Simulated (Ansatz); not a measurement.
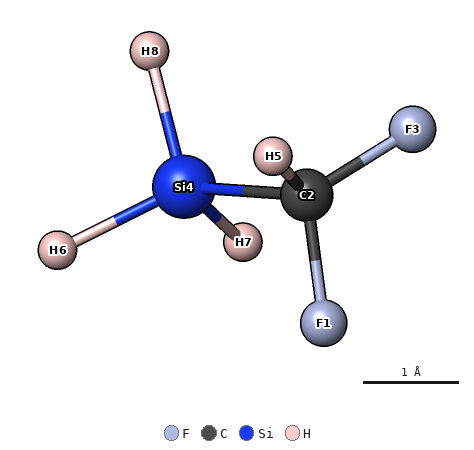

Fig. 1: The input geometry of run A (ball-and-stick view, seen at a tilt; atoms are numbered from 1 in the order of the input). Bond lengths as drawn: C–F 1.36 Å, C–H 1.11 Å, C–Si 1.92 Å and H–Si 1.49 Å.

# What a change does: single-point calculation on CH$_{4}$F$_{2}$Si

System: CH$_{4}$F$_{2}$Si, SMILES FC(F)[SiH3].
Method of run A: RKS PBE0-D4/def2-SVP (Ansatz 0.2.0).

Text and figures count atoms from 1; the logs count them from 0 in places.

**Input file, run A**
```yaml
crystal:
  periodic: [false, false, false]
  atoms:
    - { symbol: F, position_ang: [0.647326, -0.827383, 1.412092] }
    - { symbol: C, position_ang: [0.908657, -0.00999, 0.357895] }
    - { symbol: F, position_ang: [1.742777, -0.562295, -0.562406] }
    - { symbol: Si, position_ang: [-0.87383, 0.070045, -0.358384] }
    - { symbol: H, position_ang: [1.328695, 0.973234, 0.643866] }
    - { symbol: H, position_ang: [-2.042844, 0.607814, 0.395504] }
    - { symbol: H, position_ang: [-1.299358, -1.317062, -0.693625] }
    - { symbol: H, position_ang: [-0.857954, 0.925648, -1.579785] }
basis:
  gaussian: { orbitals: def2-SVP }
hamiltonian:
  xc: pbe0
  dispersion: d4
output:
  forces: true
```

Command:
```bash
ansatz run input.yaml --threads 1 --pin off --max-ram 2560MiB --backend cpu --events-out ev --progress --plain --runs-dir out
```

Hardware: 1 thread of Intel Xeon @ 2.50GHz (Skylake/Cascade Lake), 189 GiB of memory available, shared host.

**Output (run A)**
```
Engine: ansatz 0.2.0, x86_64-unknown-linux-gnu
Functional definition: PBE0
  parameter a = 0.25
  parameter kappa = 0.804
  parameter beta = 0.06672455060314922
  exchange = (1 - a)*pbe_x(kappa = kappa, mu = beta*pi^2/3) + a*exact_x
  correlation = pbe_c(beta = beta)
774 factors; integrals over basis functions are off by at most 1.2e-3 eV
mean field evaluation 1: about -14394.2433 eV, gradient 2.3e1 eV
mean field evaluation 2: about -14394.2304 eV, gradient 2.5e1 eV
mean field evaluation 4: about -14395.1060 eV, gradient 9.0e-1 eV
mean field evaluation 8: about -14395.2232 eV, gradient 4.9e-2 eV
mean field evaluation 16: about -14395.2232 eV, gradient 1.4e-5 eV
mean field -14395.22317781 eV, -529.0146943519 hartree, gradient 1.4e-5 eV, S^2 0.000000; 0 other end points of the search recorded, 0 dependent functions left out
the calculation of the forces begins
reference -14395.22319881 eV, -529.0146951236 hartree; 21, 21 occupied and 59, 59 virtual orbitals, 774 factors
Total energy: -14395.32380887 eV, -529.0183924751 hartree
Atom 0 at     0.647326    -0.827383     1.412092 Å, force     1.307088    -0.265893     0.530252 eV/Å
Atom 1 at     0.908657    -0.009990     0.357895 Å, force    -1.596150     0.626827    -0.832260 eV/Å
Atom 2 at     1.742777    -0.562295    -0.562406 Å, force    -0.118677    -0.232485     0.681365 eV/Å
Atom 3 at    -0.873830     0.070045    -0.358384 Å, force    -0.577322     0.264125    -1.231134 eV/Å
Atom 4 at     1.328695     0.973234     0.643866 Å, force     0.231698    -0.369892     0.506171 eV/Å
Atom 5 at    -2.042844     0.607814     0.395504 Å, force     0.399965     0.139715     0.613170 eV/Å
Atom 6 at    -1.299358    -1.317062    -0.693625 Å, force     0.261879    -0.102535    -0.066828 eV/Å
Atom 7 at    -0.857954     0.925648    -1.579785 Å, force     0.091519    -0.059862    -0.200735 eV/Å
Dipole moment:    -0.045715     0.283041     0.071412 e Å
```

The input of run B differs as follows (lines with − go, lines with + come):
```diff
-    - { symbol: F, position_ang: [0.647326, -0.827383, 1.412092] }
+    - { symbol: F, position_ang: [0.917955, -0.799276, 1.464556] }
-    - { symbol: H, position_ang: [-2.042844, 0.607814, 0.395504] }
+    - { symbol: H, position_ang: [-1.774407, 0.662674, 0.672096] }
```

Predict how the results change.

On the same kind of shared host run B took about 87 times as long.

**Output (run B)**
```
Engine: ansatz 0.2.0, x86_64-unknown-linux-gnu
Functional definition: PBE0
  parameter a = 0.25
  parameter kappa = 0.804
  parameter beta = 0.06672455060314922
  exchange = (1 - a)*pbe_x(kappa = kappa, mu = beta*pi^2/3) + a*exact_x
  correlation = pbe_c(beta = beta)
776 factors; integrals over basis functions are off by at most 1.2e-3 eV
mean field evaluation 1: about -14394.5317 eV, gradient 2.4e1 eV
mean field evaluation 2: about -14394.4650 eV, gradient 2.6e1 eV
mean field evaluation 4: about -14395.4418 eV, gradient 1.0e0 eV
mean field evaluation 8: about -14395.5608 eV, gradient 3.2e-2 eV
mean field evaluation 16: about -14395.5608 eV, gradient 1.1e-5 eV
mean field -14395.56081243 eV, -529.0271021951 hartree, gradient 1.1e-5 eV, S^2 0.000000; 0 other end points of the search recorded, 0 dependent functions left out
the calculation of the forces begins
reference -14395.56083284 eV, -529.0271029454 hartree; 21, 21 occupied and 59, 59 virtual orbitals, 776 factors
Total energy: -14395.66128985 eV, -529.0307946725 hartree
Atom 0 at     0.917955    -0.799276     1.464556 Å, force    -0.000573     0.000690    -0.000444 eV/Å
Atom 1 at     0.908657    -0.009990     0.357895 Å, force    -0.000100    -0.000193    -0.000058 eV/Å
Atom 2 at     1.742777    -0.562295    -0.562406 Å, force     0.000446     0.000791     0.000188 eV/Å
Atom 3 at    -0.873830     0.070045    -0.358384 Å, force    -0.000171    -0.000618     0.000701 eV/Å
Atom 4 at     1.328695     0.973234     0.643866 Å, force     0.001327    -0.000604    -0.000049 eV/Å
Atom 5 at    -1.774407     0.662674     0.672096 Å, force    -0.000443    -0.000014    -0.000386 eV/Å
Atom 6 at    -1.299358    -1.317062    -0.693625 Å, force    -0.000429    -0.000145    -0.000104 eV/Å
Atom 7 at    -0.857954     0.925648    -1.579785 Å, force    -0.000055     0.000092     0.000153 eV/Å
Dipole moment:    -0.204512     0.296104    -0.048657 e Å
```

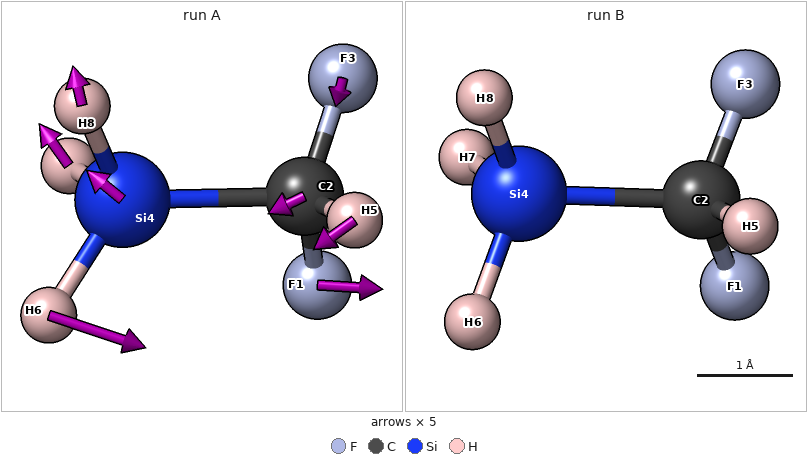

Fig. 2: The two input geometries at one scale (ball-and-stick view, seen at a tilt). The pink arrows on the first give the shifts of the atoms after the best rigid fit, magnified 5 times. H6 moves most after the best rigid fit: 0.22 Å. By element the largest moves are H 0.22 Å, F 0.14 Å, Si 0.10 Å, C 0.09 Å.

**The two runs side by side**

| quantity | run A | run B |
| --- | --- | --- |
| outcome | converged | converged |
| total energy (hartree) | −529.018392 | – |
| largest force (eV/Å) | 1.906 | – |
| basis functions | 80 | – |
| wall time (shared host) | 9.4 s | 14 min |
